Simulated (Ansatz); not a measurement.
# RuGe (triplet): the correlation ladder, def2-SVP

Aim: climb from Hartree-Fock through coupled cluster and multireference methods for RuGe (triplet) at one geometry and basis, and see what each rung misses.

Computed with Ansatz 0.2.0, Gaussian basis. Level: def2-SVP, core rule «outside noble gas», up to 18 orbitals frozen.

The runs, in order: UHF; CCSD(T) on ROHF; CCSD(T) on UHF; CISD; CCSDT(Q) on ROHF; CCSDT(Q) on UHF; CASSCF and MRCISD+Q, 12 electrons in 10 orbitals; CASSCF and NEVPT2, 12 electrons in 10 orbitals.

12 further runs of the same task are left out: 2 that didn't finish, 10 set aside as unsound or not needed.

### Step 1. What is computed

The geometry is a PBE0/def2-TZVP stationary point (not a proven minimum) of the parent state, kept for this charge and spin. No spin-orbit coupling is included. Elements past krypton take def2 core potentials. The filled d shell of Ge may be among the frozen orbitals whatever the setting's name suggests; the logs give the count.

2 atoms, charge 0, spin multiplicity 3.

Atoms are counted from 1 here; the program's logs count them from 0.

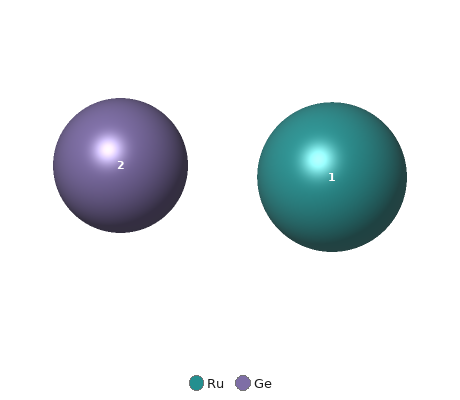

The structure; ruthenium teal, germanium purple; atoms are numbered from 1 in the order of the file.

In the tables R marks a restricted open-shell determinant and U an unrestricted one; 'valence' is the active space of 12 electrons in 10 orbitals; energies count from the table's Hartree-Fock row.

### Step 2. UHF

Input file in.yaml:

```yaml
crystal:
  periodic: [false, false, false]
  atoms:
    - {symbol: Ru, position_ang: [0.000000, 0.000000, 0.000000]}
    - {symbol: Ge, position_ang: [0.000000, 0.000000, 2.274400]}
basis:
  gaussian: {orbitals: def2-SVP}
magnetization: {spin_polarized: true, initial_magnetization: 2}
hamiltonian: {xc: hf}
output: {orbitals: {seedname: orbitals}}
```

Command:

```sh
$ ansatz run in.yaml --threads 1 --pin off --events-out ev --progress --plain --max-ram 2393MiB
```

The program printed, cut to the lines that bear on the results:

```text
Functional definition: HF
  name "HF"
  cite "Fock, Z. Phys. 61, 126 (1930) doi:10.1007/BF01340294"
  parent pbe
[...]
648 factors; integrals over basis functions are off by at most 6.3e-4 eV
[...]
mean field -59026.19119578 eV, -2169.1725170555 hartree, gradient 2.4e-6 eV, S^2 4.023446; 16 other end points of the search recorded, 0 dependent functions left out
reference -59026.19119578 eV, -2169.1725170555 hartree; 25, 23 occupied and 38, 40 virtual orbitals, 648 factors
Total energy: -59026.19119578 eV, -2169.1725170555 hartree
```

Wall time 15 s (1 thread of Arm Neoverse V2, shared host).

From the report: ⟨S²⟩ of the determinant 4.023 (pure triplet: 2.00). The determinant is far from a pure spin state, so its energy mixes those of several spin states (harmless only where they are near-degenerate, as at dissociation).

### Step 3. CCSD(T) on ROHF

Input file in.yaml:

```yaml
crystal:
  periodic: [false, false, false]
  atoms:
    - {symbol: Ru, position_ang: [0.000000, 0.000000, 0.000000]}
    - {symbol: Ge, position_ang: [0.000000, 0.000000, 2.274400]}
basis:
  gaussian: {orbitals: def2-SVP}
magnetization: {spin_polarized: false, initial_magnetization: 2}
correlation: {method: ccsd_t, electrons: outside_noble_gas}
```

The command is unchanged.

The program printed, cut to the lines that bear on the results:

```text
Functional definition: HF
  name "HF"
  cite "Fock, Z. Phys. 61, 126 (1930) doi:10.1007/BF01340294"
  parent pbe
[...]
648 factors; integrals over basis functions are off by at most 6.3e-4 eV
[...]
mean field -59024.38757010 eV, -2169.1062350343 hartree, gradient 9.2e-6 eV, S^2 2.000000; 31 other end points of the search recorded, 0 dependent functions left out
[...]
determinant -59024.38757010 eV, -2169.1062350343 hartree, with singles and doubles -59032.82024160 eV, -2169.4161299960 hartree
determinant -59024.15415076 eV, -2169.0976570319 hartree, with singles and doubles -59032.59048122 eV, -2169.4076864577 hartree
determinant -59023.76998183 eV, -2169.0835390839 hartree, with singles and doubles -59031.66141581 eV, -2169.3735439336 hartree
determinant -59023.72268697 eV, -2169.0818010301 hartree, with singles and doubles -59031.65878883 eV, -2169.3734473942 hartree
[...]
determinant -59021.63162986 eV, -2169.0049560984 hartree, with singles and doubles -59028.51621600 eV, -2169.2579599726 hartree
determinant -59024.38757010 eV, -2169.1062350343 hartree, with singles and doubles -59032.91030280 eV, -2169.4194396842 hartree
determinant -59024.15415076 eV, -2169.0976570319 hartree, with singles and doubles -59032.63344398 eV, -2169.4092653103 hartree
[...]
unrestricted determinant -59026.19119578 eV, -2169.1725170555 hartree, S^2 4.0234
18 core orbitals not correlated: weight in the atoms' cores, before any rotation towards them, 0.999 or more for the frozen orbitals, at most 0.000 for the correlated occupied ones
reference -59024.38757010 eV, -2169.1062350343 hartree; 7, 5 occupied and 38, 40 virtual orbitals, 648 factors
second order -8.08915858 eV of doubles, -0.05042259 eV of singles
cycle   1  -8.52273198 eV  change    7.2e-7 eV  update   5.2e-6
perturbative correction -0.67297386 eV, -0.0247313332 hartree
Total energy: -59033.58327594 eV, -2169.4441709909 hartree
```

Wall time 72 s (1 thread of Arm Neoverse V2, shared host).

From the report: correlation -9.1957 eV; T1 0.132; largest double amplitude 0.09.

### Step 4. CCSD(T) on UHF

Changes to in.yaml since step 3:

```diff
@@ -7,3 +7,3 @@
   gaussian: {orbitals: def2-SVP}
-magnetization: {spin_polarized: false, initial_magnetization: 2}
+magnetization: {spin_polarized: true, initial_magnetization: 2}
 correlation: {method: ccsd_t, electrons: outside_noble_gas}
```

Launched as before.

The program printed, cut to the lines that bear on the results:

```text
Functional definition: HF
  name "HF"
  cite "Fock, Z. Phys. 61, 126 (1930) doi:10.1007/BF01340294"
  parent pbe
[...]
648 factors; integrals over basis functions are off by at most 6.3e-4 eV
[...]
mean field -59026.19119578 eV, -2169.1725170555 hartree, gradient 2.4e-6 eV, S^2 4.023446; 35 other end points of the search recorded, 0 dependent functions left out
determinant -59026.19119578 eV, -2169.1725170555 hartree, with singles and doubles -59032.97591851 eV, -2169.4218510171 hartree
determinant -59026.07141653 eV, -2169.1681152492 hartree, with singles and doubles -59032.84514957 eV, -2169.4170453470 hartree
determinant -59026.03049490 eV, -2169.1666114070 hartree, with singles and doubles -59032.92357523 eV, -2169.4199274370 hartree
determinant -59025.95229402 eV, -2169.1637375776 hartree, with singles and doubles -59032.73727359 eV, -2169.4130809781 hartree
[...]
determinant -59025.95229402 eV, -2169.1637375776 hartree, with singles and doubles -59032.79498700 eV, -2169.4152019068 hartree
determinant -59025.15814655 eV, -2169.1345531965 hartree, with singles and doubles -59032.70503095 eV, -2169.4118960827 hartree
determinant -59025.01076304 eV, -2169.1291369526 hartree, with singles and doubles -59032.89332989 eV, -2169.4188159413 hartree
18 core orbitals not correlated: weight in the atoms' cores, before any rotation towards them, 0.999 or more for the frozen orbitals, at most 0.001 for the correlated occupied ones
reference -59026.19119578 eV, -2169.1725170555 hartree; 7, 5 occupied and 38, 40 virtual orbitals, 648 factors
second order -5.43196838 eV of doubles, -0.00000000 eV of singles
cycle   1  -6.87789658 eV  change   -3.5e-7 eV  update   3.8e-6
[...]
cycle   3  -6.87788765 eV  change    3.4e-6 eV  update   2.0e-6
perturbative correction -0.46168260 eV, -0.0169665225 hartree
Total energy: -59033.53076603 eV, -2169.4422412871 hartree
```

It took 71 s on 1 thread of Arm Neoverse V2, shared host.

From the report: ⟨S²⟩ of the determinant 4.023 (pure triplet: 2.00); correlation -7.3396 eV; T1 0.132; largest double amplitude 0.09. The determinant is far from a pure spin state, so its energy mixes those of several spin states (harmless only where they are near-degenerate, as at dissociation).

### Step 5. CISD

Input file in.yaml:

```yaml
crystal:
  periodic: [false, false, false]
  atoms:
    - {symbol: Ru, position_ang: [0.000000, 0.000000, 0.000000]}
    - {symbol: Ge, position_ang: [0.000000, 0.000000, 2.274400]}
basis:
  gaussian: {orbitals: def2-SVP}
magnetization: {spin_polarized: false, initial_magnetization: 2}
correlation: {active_space: {ras: {orbitals: [5, 2, 38], electrons: 12, max_holes: 2, max_particles: 2}, fixed_orbitals: true}}
```

The command is unchanged.

The program printed, cut to the lines that bear on the results:

```text
Functional definition: HF
  name "HF"
  cite "Fock, Z. Phys. 61, 126 (1930) doi:10.1007/BF01340294"
  parent pbe
[...]
648 factors; integrals over basis functions are off by at most 6.3e-4 eV
[...]
mean field -59024.38757010 eV, -2169.1062350343 hartree, gradient 9.2e-6 eV, S^2 2.000000; 19 other end points of the search recorded, 0 dependent functions left out
reference -59024.38757010 eV, -2169.1062350343 hartree; 25, 23 occupied and 38, 40 virtual orbitals, 648 factors
state -59031.53754872 eV, -2169.3689919022 hartree
Total energy: -59031.53754872 eV, -2169.3689919022 hartree
```

Wall time 19 s (1 thread of Arm Neoverse V2, shared host).

From the report: 79,898 determinants.

### Step 6. CCSDT(Q) on ROHF

Changes to in.yaml since step 5:

```diff
@@ -8,2 +8,2 @@
 magnetization: {spin_polarized: false, initial_magnetization: 2}
-correlation: {active_space: {ras: {orbitals: [5, 2, 38], electrons: 12, max_holes: 2, max_particles: 2}, fixed_orbitals: true}}
+correlation: {method: ccsdt_q, electrons: outside_noble_gas}
```

The command is unchanged.

The program printed, cut to the lines that bear on the results:

```text
Functional definition: HF
  name "HF"
  cite "Fock, Z. Phys. 61, 126 (1930) doi:10.1007/BF01340294"
  parent pbe
[...]
1048 factors; integrals over basis functions are off by at most 1.2e-7 eV
[...]
mean field -59024.38770266 eV, -2169.1062399057 hartree, gradient 2.7e-6 eV, S^2 2.000000; 37 other end points of the search recorded, 0 dependent functions left out
[...]
determinant -59024.38770266 eV, -2169.1062399057 hartree, with singles and doubles -59032.82035028 eV, -2169.4161339902 hartree
determinant -59024.15428585 eV, -2169.0976619962 hartree, with singles and doubles -59032.59058264 eV, -2169.4076901851 hartree
determinant -59023.77010791 eV, -2169.0835437176 hartree, with singles and doubles -59031.66152508 eV, -2169.3735479494 hartree
determinant -59023.72281279 eV, -2169.0818056537 hartree, with singles and doubles -59031.65890164 eV, -2169.3734515398 hartree
[...]
determinant -59021.50702860 eV, -2169.0003770868 hartree, with singles and doubles -59027.95554191 eV, -2169.2373555799 hartree
determinant -59024.38770266 eV, -2169.1062399057 hartree, with singles and doubles -59032.91041354 eV, -2169.4194437537 hartree
determinant -59024.15428585 eV, -2169.0976619962 hartree, with singles and doubles -59032.63354501 eV, -2169.4092690230 hartree
[...]
unrestricted determinant -59026.19131136 eV, -2169.1725213031 hartree, S^2 4.0234
18 core orbitals not correlated: weight in the atoms' cores, before any rotation towards them, 0.999 or more for the frozen orbitals, at most 0.000 for the correlated occupied ones
reference -59024.38770266 eV, -2169.1062399057 hartree; 7, 5 occupied and 38, 40 virtual orbitals, 1048 factors
second order -8.08914662 eV of doubles, -0.05042227 eV of singles
cycle   1  -7.20122182 eV  change    9.4e-1 eV  update   2.9e-1
[...]
cycle  41  -9.20414338 eV  change    3.6e-7 eV  update   3.3e-7
perturbative correction -0.08796272 eV, -0.0032325705 hartree
Total energy: -59033.67980876 eV, -2169.4477185067 hartree
```

Run time: 3.2 min. Hardware: 1 thread of Arm Neoverse V2, shared host; peak memory 1.1 GiB.

From the report: correlation -9.2921 eV; T1 0.131; largest double amplitude 0.14.

### Step 7. CCSDT(Q) on UHF

Changes to in.yaml since step 6:

```diff
@@ -7,3 +7,3 @@
   gaussian: {orbitals: def2-SVP}
-magnetization: {spin_polarized: false, initial_magnetization: 2}
+magnetization: {spin_polarized: true, initial_magnetization: 2}
 correlation: {method: ccsdt_q, electrons: outside_noble_gas}
```

The command is unchanged.

The program printed, cut to the lines that bear on the results:

```text
Functional definition: HF
  name "HF"
  cite "Fock, Z. Phys. 61, 126 (1930) doi:10.1007/BF01340294"
  parent pbe
[...]
1048 factors; integrals over basis functions are off by at most 1.2e-7 eV
[...]
mean field -59026.19131136 eV, -2169.1725213031 hartree, gradient 2.4e-6 eV, S^2 4.023444; 43 other end points of the search recorded, 0 dependent functions left out
determinant -59026.19131136 eV, -2169.1725213031 hartree, with singles and doubles -59032.97602359 eV, -2169.4218548785 hartree
determinant -59026.07154022 eV, -2169.1681197946 hartree, with singles and doubles -59032.84525431 eV, -2169.4170491963 hartree
determinant -59025.98899029 eV, -2169.1650861407 hartree, with singles and doubles -59032.94698541 eV, -2169.4207877450 hartree
determinant -59025.98781019 eV, -2169.1650427729 hartree, with singles and doubles -59032.88486639 eV, -2169.4185049134 hartree
[...]
determinant -59025.95240870 eV, -2169.1637417923 hartree, with singles and doubles -59032.79507634 eV, -2169.4152051900 hartree
determinant -59025.15828760 eV, -2169.1345583800 hartree, with singles and doubles -59032.70515487 eV, -2169.4119006367 hartree
determinant -59025.01090017 eV, -2169.1291419918 hartree, with singles and doubles -59032.89344654 eV, -2169.4188202281 hartree
18 core orbitals not correlated: weight in the atoms' cores, before any rotation towards them, 0.999 or more for the frozen orbitals, at most 0.001 for the correlated occupied ones
reference -59026.19131136 eV, -2169.1725213031 hartree; 7, 5 occupied and 38, 40 virtual orbitals, 1048 factors
second order -5.43195260 eV of doubles, -0.00000000 eV of singles
cycle   1  -5.65208172 eV  change   -2.2e-1 eV  update   1.7e-1
[...]
cycle  36  -7.42242066 eV  change   -5.4e-7 eV  update   4.1e-7
perturbative correction -0.12472267 eV, -0.0045834737 hartree
Total energy: -59033.73845470 eV, -2169.4498737051 hartree
```

Wall time 2.8 min (1 thread of Arm Neoverse V2, shared host); peak memory 0.82 GiB.

From the report: ⟨S²⟩ of the determinant 4.023 (pure triplet: 2.00); correlation -7.5471 eV; T1 0.148; largest double amplitude 0.12. The determinant is far from a pure spin state, so its energy mixes those of several spin states (harmless only where they are near-degenerate, as at dissociation).

### Step 8. CASSCF and MRCISD+Q, 12 electrons in 10 orbitals

Input file in.yaml:

```yaml
crystal:
  periodic: [false, false, false]
  atoms:
    - {symbol: Ru, position_ang: [0.000000, 0.000000, 0.000000]}
    - {symbol: Ge, position_ang: [0.000000, 0.000000, 2.274400]}
basis:
  gaussian: {orbitals: def2-SVP}
magnetization: {spin_polarized: false, initial_magnetization: 2}
correlation: {method: fic_mrcisd_q, electrons: outside_noble_gas, active_space: {window: {electrons: 12, orbitals: 10}, shells: [{species: Ge, l: s, shell: 4}, {species: Ge, l: p, shell: 4}, {species: Ru, l: s, shell: 5}, {species: Ru, l: d, shell: 4}]}}
```

Same command.

The program printed, cut to the lines that bear on the results:

```text
Functional definition: HF
  name "HF"
  cite "Fock, Z. Phys. 61, 126 (1930) doi:10.1007/BF01340294"
  parent pbe
[...]
1048 factors; integrals over basis functions are off by at most 1.2e-7 eV
[...]
mean field -59024.38770266 eV, -2169.1062399057 hartree, gradient 2.7e-6 eV, S^2 2.000000; 22 other end points of the search recorded, 0 dependent functions left out
reference -59024.38770266 eV, -2169.1062399057 hartree; 25, 23 occupied and 38, 40 virtual orbitals, 1048 factors
state -59028.10088343 eV, -2169.2426967823 hartree
contracted CI cycle   1: correlation 0.00000000 eV, 0.0000000000 hartree, residual 2.06e1 eV
contracted CI cycle   2: correlation -4.86624751 eV, -0.1788312977 hartree, residual 3.08e0 eV
contracted CI cycle   3: correlation -5.03255931 eV, -0.1849431436 hartree, residual 7.55e-1 eV
contracted CI cycle   4: correlation -5.04395007 eV, -0.1853617460 hartree, residual 2.39e-1 eV
contracted CI cycle   5: correlation -5.04497791 eV, -0.1853995186 hartree, residual 6.72e-2 eV
contracted CI cycle   6: correlation -5.04507070 eV, -0.1854029287 hartree, residual 2.39e-2 eV
contracted CI cycle   7: correlation -5.04508050 eV, -0.1854032888 hartree, residual 6.30e-3 eV
contracted CI cycle   8: correlation -5.04508127 eV, -0.1854033168 hartree, residual 1.89e-3 eV
contracted CI cycle   9: correlation -5.04508133 eV, -0.1854033193 hartree, residual 5.06e-4 eV
state -59028.10088343 eV, -2169.2426967823 hartree; corrected -59033.60116107 eV, -2169.4448282573 hartree
Total energy: -59033.60116107 eV, -2169.4448282573 hartree
Checks for a lower state left out: starts, orbital_swaps
```

Run time: 29 s. Hardware: 1 thread of Arm Neoverse V2, shared host; peak memory 0.59 GiB.

From the report: 11,124 determinants; active occupations 1.99, 1.99, 1.89, 1.82, 1.82, 1.03, 1.00, 0.19, 0.19, 0.09.

### Step 9. CASSCF and NEVPT2, 12 electrons in 10 orbitals

Input file in.yaml:

```yaml
crystal:
  periodic: [false, false, false]
  atoms:
    - {symbol: Ru, position_ang: [0.000000, 0.000000, 0.000000]}
    - {symbol: Ge, position_ang: [0.000000, 0.000000, 2.274400]}
basis:
  gaussian: {orbitals: def2-SVP}
magnetization: {spin_polarized: false, initial_magnetization: 2}
correlation: {method: sc_nevpt2, electrons: outside_noble_gas, active_space: {window: {electrons: 12, orbitals: 10}, shells: [{species: Ge, l: s, shell: 4}, {species: Ge, l: p, shell: 4}, {species: Ru, l: s, shell: 5}, {species: Ru, l: d, shell: 4}]}}
```

The command is unchanged.

The program printed, cut to the lines that bear on the results:

```text
Functional definition: HF
  name "HF"
  cite "Fock, Z. Phys. 61, 126 (1930) doi:10.1007/BF01340294"
  parent pbe
[...]
1048 factors; integrals over basis functions are off by at most 1.2e-7 eV
[...]
mean field -59024.38770266 eV, -2169.1062399057 hartree, gradient 2.7e-6 eV, S^2 2.000000; 22 other end points of the search recorded, 0 dependent functions left out
reference -59024.38770266 eV, -2169.1062399057 hartree; 25, 23 occupied and 38, 40 virtual orbitals, 1048 factors
state -59028.10088343 eV, -2169.2426967823 hartree
state -59028.10088343 eV, -2169.2426967823 hartree; corrected -59032.71414141 eV, -2169.4122308859 hartree
Total energy: -59032.71414141 eV, -2169.4122308859 hartree
Checks for a lower state left out: starts, orbital_swaps
```

Run time: 26 s. Hardware: 1 thread of Arm Neoverse V2, shared host.

From the report: 11,124 determinants; active occupations 1.99, 1.99, 1.89, 1.82, 1.82, 1.03, 1.00, 0.19, 0.19, 0.09.

### Step 10. How many determinants matter

Natural occupations of the CASSCF valence state about the gap (report; correlated orbitals 3 to 10): 1.887, 1.816, 1.816, 1.026, 1.003, 0.190, 0.190, 0.094. The count of effectively unpaired electrons, Σ n²(2 − n)², is 2.54; a single determinant of this spin has 2.

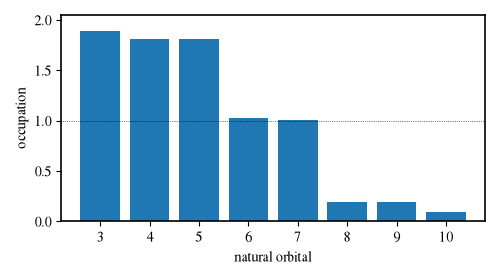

Natural occupations of the CASSCF valence state.

### Step 11. All levels against the top one

No level here is safe as a reference; RCCSDT(Q) serves as a yardstick only. Rows without a time come out of other runs: HF, MP2 and CCSD of CCSD(T), CCSDT of CCSDT(Q), CASSCF and MRCISD of the multireference runs.

Differences are taken before rounding.

```csv
method,energy from the lowest RHF (meV),from RCCSDT(Q) (meV),time
RHF,0.0,+9292.2,
UHF,-1803.6,+7488.6,
RMP2,-8139.6,+1152.7,
UMP2,-7235.6,+2056.6,
CISD,-7150.0,+2142.3,19 s
RCCSD,-8522.7,+769.5,
UCCSD,-8681.5,+610.7,
RCCSD(T),-9195.7,+96.5,72 s
UCCSD(T),-9143.2,+149.0,71 s
RCCSDT,-9204.3,+88.0,
UCCSDT,-9226.2,+66.1,
RCCSDT(Q),-9292.2,0,3.2 min
UCCSDT(Q),-9350.9,-58.6,2.8 min
CASSCF valence,-3713.3,+5578.9,
NEVPT2 valence,-8326.6,+965.7,26 s
MRCISD valence,-8758.4,+533.8,
MRCISD+Q valence,-9213.6,+78.6,29 s
```

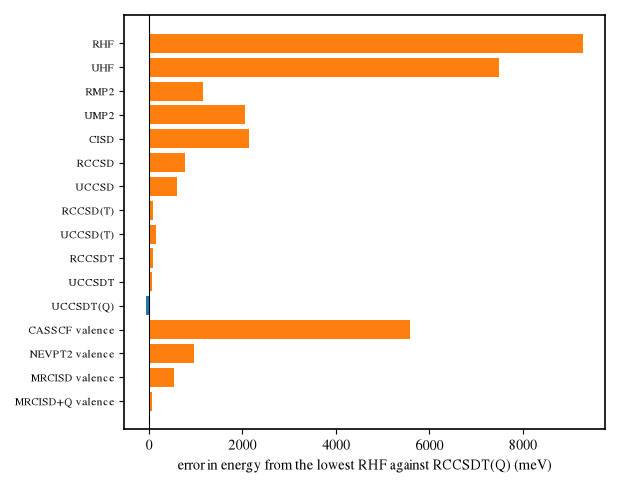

Deviations from RCCSDT(Q), method by method.

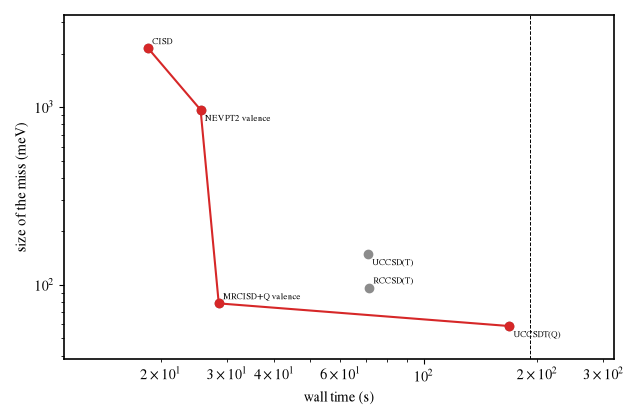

Accuracy for the time spent; red marks the levels that beat every quicker one drawn (of those quicker than the yardstick), and the dashed line is the time of RCCSDT(Q). Times are from a shared host.

### Step 12. Outcome

| quantity | value |
| --- | --- |
| RCCSDT(Q) below the RHF energy | -9.2922 eV |
| RMP2 from RCCSDT(Q) | +1152.7 meV |
| UMP2 from RCCSDT(Q) | +2056.6 meV |
| RCCSD from RCCSDT(Q) | +769.5 meV |
| RCCSD(T) from RCCSDT(Q) | +96.5 meV |
| UCCSD(T) from RCCSDT(Q) | +149.0 meV |
| UCCSDT(Q) from RCCSDT(Q) | -58.6 meV |
| NEVPT2 valence from RCCSDT(Q) | +965.7 meV |
| MRCISD+Q valence from RCCSDT(Q) | +78.6 meV |
| T1 diagnostic | 0.132 |
| effectively unpaired electrons | 2.54 |

What this shows: RCCSD(T) misses by +96.5 meV, 1.0 % of the correlation energy. CCSD(T) misses by +96.5 meV on the restricted determinant and by +149.0 meV on the unrestricted one; the two need not hold the same state or core. The occupations show some static correlation. Warnings: spin contamination; large T1 diagnostic.
